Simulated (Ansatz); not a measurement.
```sh
ansatz run in.yaml --threads 8 --pin off --events-out ev --progress --plain --max-ram 19148MiB
```

```yaml
crystal:
  periodic: [false, false, false]
  atoms:
    - {symbol: Al, position_ang: [0.134748, -0.509722, 0.002439]}
    - {symbol: O, position_ang: [1.226448, -0.514681, -1.330469]}
    - {symbol: O, position_ang: [0.812018, -0.615039, 1.583024]}
    - {symbol: O, position_ang: [-1.420304, -1.209375, -0.242568]}
    - {symbol: H, position_ang: [0.192426, 1.945467, -0.671453]}
    - {symbol: N, position_ang: [-0.379806, 1.437645, -0.005396]}
    - {symbol: H, position_ang: [1.094262, -1.111888, -2.063429]}
    - {symbol: H, position_ang: [1.701659, -0.937172, 1.709445]}
    - {symbol: H, position_ang: [-1.763111, -1.858825, 0.367251]}
    - {symbol: H, position_ang: [-1.355058, 1.537312, -0.266000]}
    - {symbol: H, position_ang: [-0.243285, 1.836379, 0.917256]}
basis:
  gaussian: {orbitals: def2-TZVPP}
hamiltonian: {xc: {name: r2SCAN0}, dispersion: d4}
```

What structure does this define?

Formula AlH6NO3. Coordination: 1 Al tetrahedral; 3 O bent; 1 N tetrahedral.

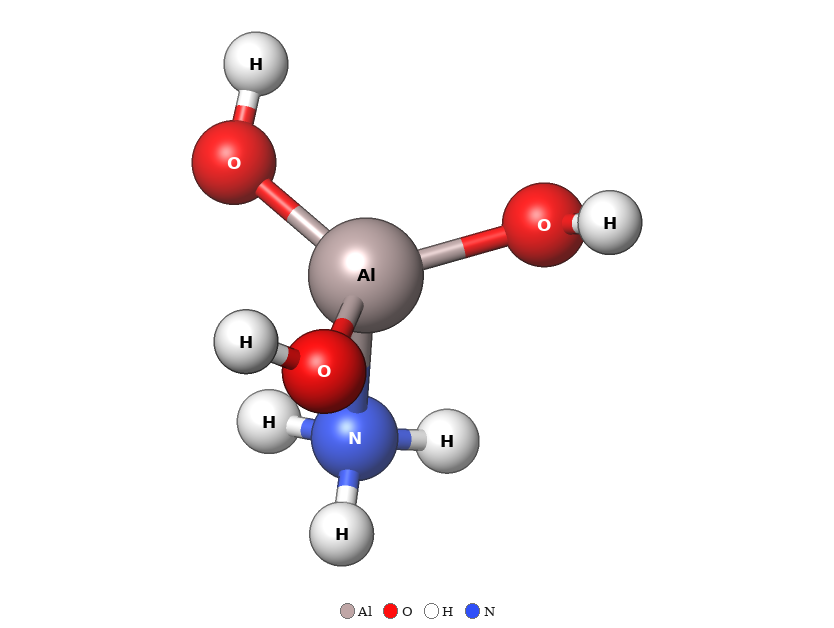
